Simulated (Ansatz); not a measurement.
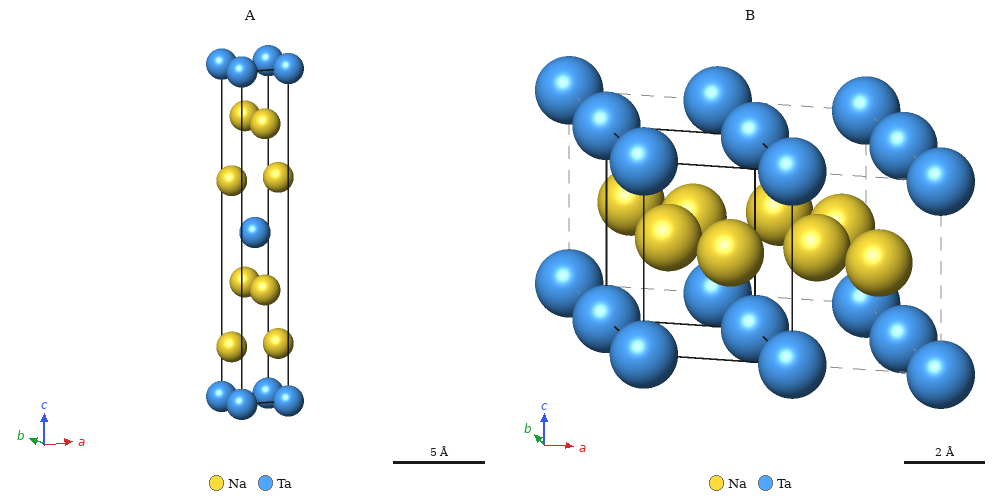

Two structures of Na₂Ta, each relaxed to rest (conventional cells in solid outline, small ones repeated, not to one scale). Method: Ansatz 0.2.0, DFT PBE, scalar-relativistic, plane waves, PAW, without spin polarisation.

What are the two structures?

Answer. A: 6 atoms a cell on a primitive tetragonal lattice, P4_2/nmc. B: AlB₂ type, P6/mmm.

Which polymorph is favoured?

Answer. A is lower, by 1079 meV/atom at this level of theory (energies at zero smearing). Volumes: A 24.0, B 21.8 Å³/atom.

One or both may be structure types tried for this composition rather than known phases.
